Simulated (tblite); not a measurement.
**Run report: C7H13GaO, geometry relaxation (part 2 of 2)**

Continued. System: C7H13GaO, SMILES CC(C)O[C]([GaH2])=C1CC1. Method: GFN2-xTB geometry optimisation, gas phase (tblite 0.8.0). It belongs to a series of runs on one base structure; here: H on C replaced by OiPr.

Geometry of the input (Å):
```
C  -2.2748  -1.3419  1.4392
C  -1.4227  -0.2706  0.7949
C  -1.6668  -0.4209  -0.6984
O  -0.0420  -0.4778  1.0525
C  0.8306  0.4436  0.5229
Ga 0.9835  2.4255  1.2129
C  1.6473  0.1631  -0.5055
C  2.6883  0.4414  -1.5088
C  2.0617  -0.9481  -1.4356
H  -3.3346  -0.9786  1.3955
H  -1.9743  -1.5097  2.4835
H  -2.1903  -2.2704  0.8576
H  -1.6587  0.7548  1.1491
H  -2.4796  0.3216  -0.9433
H  -0.7329  -0.1674  -1.2006
H  -2.0354  -1.4614  -0.8791
H  -0.3147  3.0543  2.0646
H  1.7817  3.6650  0.9391
H  3.7597  0.5186  -1.2176
H  2.3794  1.0611  -2.3855
H  2.7034  -1.7334  -0.9906
H  1.2807  -1.2493  -2.1475
```

**Trajectory as extended XYZ, continued**
```
22
Properties=species:S:1:pos:R:3:forces:R:3 step=59 energy=-728.95311
C    -2.2935   -1.1002    1.6165    0.0100   0.0200  -0.0050
C    -1.4806   -0.2053    0.6920    0.0110  -0.0170  -0.0400
C    -1.9223   -0.3409   -0.7648   -0.0010  -0.0020  -0.0180
O    -0.1227   -0.5780    0.8310   -0.0020   0.0180  -0.0310
C     0.7578    0.3404    0.2710    0.0050   0.0080  -0.0040
Ga    0.7052    2.1501    1.1553   -0.0170   0.0020   0.0310
C     1.6734   -0.0046   -0.6103   -0.0180  -0.0450  -0.0050
C     2.8203    0.4597   -1.4019   -0.0080   0.0200   0.0210
C     2.3349   -0.9732   -1.4941   -0.0230  -0.0050   0.0210
H    -3.3548   -0.9055    1.4958   -0.0110   0.0190   0.0080
H    -2.0109   -0.9176    2.6491    0.0120  -0.0290   0.0240
H    -2.0894   -2.1401    1.3738   -0.0080   0.0060   0.0190
H    -1.5952    0.8687    0.9956    0.0320  -0.0460  -0.0260
H    -2.9804   -0.1199   -0.8693   -0.0190   0.0270   0.0250
H    -1.3539    0.3485   -1.3888    0.0070   0.0030  -0.0250
H    -1.7367   -1.3561   -1.1085    0.0040  -0.0050   0.0050
H     0.0151    2.3496    2.5746    0.0060   0.0200   0.0100
H     1.4737    3.4044    0.5534   -0.0280  -0.0030   0.0100
H     3.7540    0.6550   -0.8946    0.0510  -0.0060   0.0170
H     2.6385    1.1223   -2.2360   -0.0050  -0.0070  -0.0500
H     2.9338   -1.7541   -1.0454    0.0000   0.0190  -0.0120
H     1.8233   -1.2840   -2.3954    0.0020   0.0040   0.0250
22
Properties=species:S:1:pos:R:3:forces:R:3 step=71 energy=-728.96112
C    -2.2826   -1.0852    1.6220    0.0090   0.0230  -0.0090
C    -1.4775   -0.2134    0.6663    0.0040  -0.0040  -0.0030
C    -1.9509   -0.3573   -0.7799   -0.0160   0.0020  -0.0040
O    -0.1204   -0.5832    0.7846   -0.0020  -0.0210   0.0060
C     0.7554    0.3531    0.2466    0.0000  -0.0070   0.0170
Ga    0.6800    2.1430    1.1796   -0.0040   0.0170  -0.0090
C     1.6794    0.0122   -0.6275    0.0090   0.0200   0.0010
C     2.8475    0.4564   -1.3997    0.0030   0.0130   0.0100
C     2.3482   -0.9731   -1.4844    0.0470   0.0290  -0.0240
H    -3.3373   -0.8303    1.5667    0.0110   0.0050  -0.0020
H    -1.9329   -0.9371    2.6409    0.0080  -0.0120  -0.0200
H    -2.1524   -2.1320    1.3559    0.0060   0.0360   0.0070
H    -1.5759    0.8668    0.9581   -0.0090  -0.0180   0.0080
H    -3.0057   -0.1098   -0.8598   -0.0050   0.0140   0.0040
H    -1.3804    0.3108   -1.4261   -0.0060  -0.0190   0.0070
H    -1.7993   -1.3817   -1.1142    0.0050   0.0150   0.0090
H     0.0875    2.3176    2.6458   -0.0220  -0.0370  -0.0050
H     1.3467    3.4462    0.5624   -0.0060   0.0000  -0.0130
H     3.7725    0.6493   -0.8726    0.0060  -0.0040  -0.0140
H     2.6940    1.1017   -2.2543   -0.0060  -0.0020   0.0190
H     2.9337   -1.7504   -1.0138   -0.0190  -0.0200  -0.0070
H     1.8599   -1.2844   -2.3974   -0.0150  -0.0280   0.0200
22
Properties=species:S:1:pos:R:3:forces:R:3 step=82 energy=-728.96427
C    -2.2725   -1.0681    1.6244   -0.0140  -0.0110   0.0240
C    -1.4717   -0.2121    0.6535   -0.0060  -0.0020   0.0110
C    -1.9695   -0.3587   -0.7836   -0.0110  -0.0010  -0.0040
O    -0.1176   -0.5918    0.7571    0.0110   0.0030   0.0190
C     0.7618    0.3531    0.2394    0.0130  -0.0110  -0.0320
Ga    0.6600    2.1338    1.1789   -0.0070   0.0110   0.0060
C     1.6979    0.0178   -0.6240    0.0080  -0.0070  -0.0140
C     2.8686    0.4559   -1.3950   -0.0060   0.0180   0.0040
C     2.3631   -0.9709   -1.4802    0.0080  -0.0090   0.0010
H    -3.3213   -0.7844    1.5977    0.0180  -0.0170   0.0010
H    -1.8918   -0.9354    2.6345    0.0010   0.0040  -0.0180
H    -2.1740   -2.1163    1.3520   -0.0080   0.0210   0.0000
H    -1.5610    0.8685    0.9444    0.0050   0.0180  -0.0020
H    -3.0230   -0.0989   -0.8448    0.0060   0.0030  -0.0100
H    -1.4032    0.2970   -1.4456    0.0010  -0.0070   0.0140
H    -1.8339   -1.3872   -1.1113   -0.0070   0.0120  -0.0010
H     0.0906    2.2482    2.6586   -0.0170   0.0030   0.0030
H     1.2708    3.4591    0.5529   -0.0100   0.0050   0.0120
H     3.7968    0.6465   -0.8724   -0.0060  -0.0200  -0.0010
H     2.7146    1.1048   -2.2468   -0.0050  -0.0080   0.0000
H     2.9378   -1.7524   -1.0037    0.0170  -0.0120  -0.0110
H     1.8671   -1.2891   -2.3870    0.0090   0.0060   0.0000
22
Properties=species:S:1:pos:R:3:forces:R:3 step=94 energy=-728.96640
C    -2.2641   -1.0536    1.6325    0.0010   0.0000   0.0020
C    -1.4695   -0.2044    0.6501    0.0020  -0.0040   0.0080
C    -1.9813   -0.3533   -0.7816    0.0060   0.0010   0.0070
O    -0.1161   -0.5893    0.7455    0.0010  -0.0010   0.0000
C     0.7686    0.3495    0.2222   -0.0040   0.0030   0.0050
Ga    0.6307    2.1251    1.1773    0.0040  -0.0120  -0.0080
C     1.7168    0.0042   -0.6239   -0.0090   0.0000  -0.0090
C     2.8846    0.4477   -1.3958    0.0020  -0.0050  -0.0060
C     2.3838   -0.9805   -1.4848    0.0020   0.0010   0.0010
H    -3.3093   -0.7573    1.6295    0.0090   0.0000  -0.0030
H    -1.8593   -0.9323    2.6342   -0.0030   0.0060  -0.0050
H    -2.1863   -2.1007    1.3507   -0.0010   0.0030   0.0070
H    -1.5520    0.8800    0.9347    0.0010  -0.0110   0.0030
H    -3.0297   -0.0740   -0.8387   -0.0040   0.0110  -0.0010
H    -1.4058    0.2873   -1.4495    0.0020   0.0030  -0.0100
H    -1.8687   -1.3857   -1.1045    0.0050  -0.0030  -0.0010
H     0.0552    2.2008    2.6589   -0.0030  -0.0020  -0.0060
H     1.1953    3.4810    0.5731   -0.0050   0.0040   0.0090
H     3.8149    0.6327   -0.8758   -0.0010   0.0020   0.0090
H     2.7282    1.1000   -2.2440   -0.0030   0.0020  -0.0090
H     2.9691   -1.7617   -1.0203   -0.0080  -0.0010   0.0100
H     1.8847   -1.2960   -2.3907    0.0030   0.0030  -0.0020
22
Properties=species:S:1:pos:R:3:forces:R:3 step=106 energy=-728.96694
C    -2.2602   -1.0469    1.6372    0.0030   0.0010   0.0000
C    -1.4670   -0.2041    0.6485    0.0020   0.0000  -0.0050
C    -1.9839   -0.3501   -0.7815   -0.0040  -0.0030  -0.0050
O    -0.1146   -0.5920    0.7378    0.0050   0.0010   0.0060
C     0.7688    0.3471    0.2128    0.0030  -0.0030  -0.0070
Ga    0.6213    2.1175    1.1747   -0.0020  -0.0010   0.0000
C     1.7140    0.0025   -0.6367    0.0000   0.0070   0.0010
C     2.8893    0.4451   -1.3978    0.0010   0.0020  -0.0010
C     2.3908   -0.9837   -1.4880   -0.0050  -0.0010   0.0020
H    -3.3037   -0.7457    1.6381    0.0010   0.0000  -0.0010
H    -1.8485   -0.9204    2.6353   -0.0070   0.0010   0.0070
H    -2.1889   -2.0962    1.3626    0.0050   0.0020  -0.0050
H    -1.5451    0.8803    0.9336   -0.0030   0.0020  -0.0010
H    -3.0308   -0.0645   -0.8359   -0.0040   0.0030   0.0020
H    -1.4079    0.2873   -1.4525    0.0040  -0.0020   0.0050
H    -1.8773   -1.3831   -1.1046    0.0000  -0.0020  -0.0010
H     0.0491    2.1715    2.6576   -0.0010  -0.0040   0.0060
H     1.1596    3.4907    0.5872    0.0010   0.0010   0.0000
H     3.8121    0.6349   -0.8658    0.0000  -0.0010  -0.0040
H     2.7410    1.0940   -2.2504    0.0020  -0.0030  -0.0010
H     2.9683   -1.7646   -1.0132   -0.0020   0.0030   0.0010
H     1.9031   -1.3003   -2.3998    0.0010  -0.0020   0.0000
```

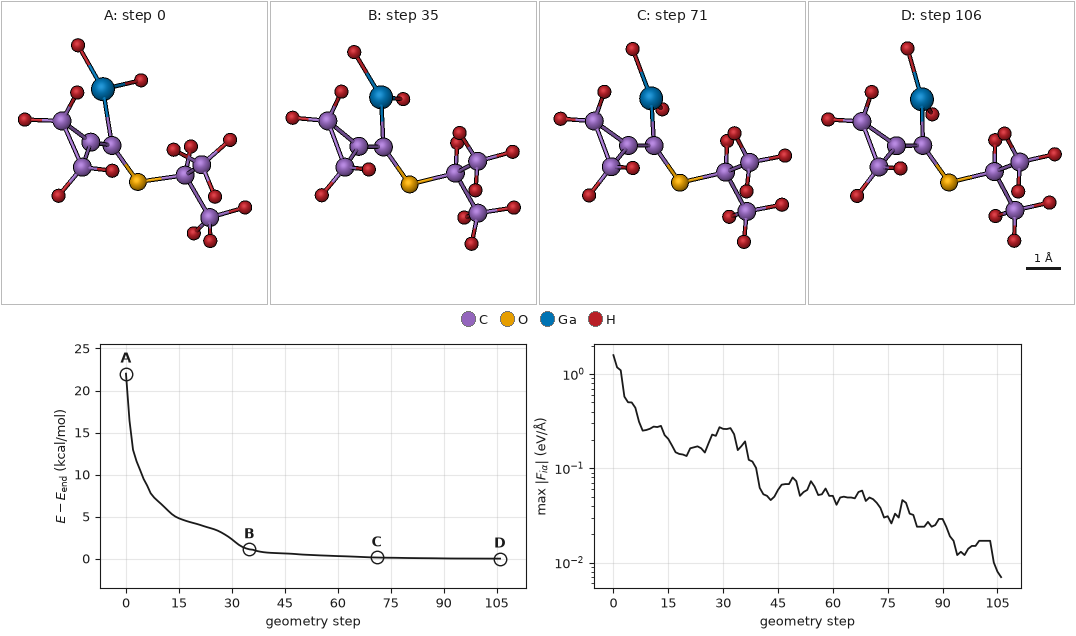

Fig. 1: Frames of the relaxation (ball-and-stick view, seen at a tilt) above the curves, on which the letters mark them (steps are counted from 0).

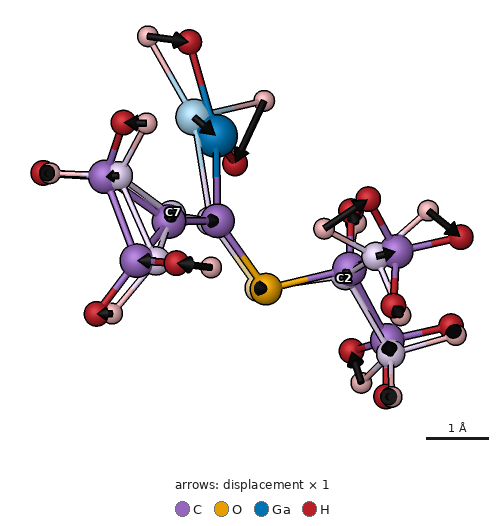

Fig. 2: Start (faint) and end (solid) with the displacements as black arrows, at true length (ball-and-stick view, seen at a tilt). The two geometries are laid on each other by the best rigid fit. Over 106 geometry steps the energy falls by 22.0 kcal/mol. The largest force component goes from 1.6 to 0.007 eV/Å. The largest move after the best rigid fit is that of H17, 1.14 Å. By element the largest moves are H 1.14 Å, Ga 0.47 Å, C 0.36 Å, O 0.34 Å. Among the contacts that change: Ga6–H18 1.499 → 1.588 Å, Ga6–H17 1.675 → 1.590 Å, C5–Ga6 2.104 → 2.020 Å, C3–H14 1.128 → 1.087 Å. Among the angles that change: C5–Ga6–H18 139.2° → 123.9°, H17–Ga6–H18 101.2° → 116.0°, Ga6–C5–C7 113.8° → 126.1°. (Atoms are counted from 1 in the order of the input.)

**Results in brief**

- outcome: converged
- total energy: −728.9669 eV
- hardware: 1 CPU thread, shared host
- wall time: 0.98 s
- peak memory: 0.18 GiB
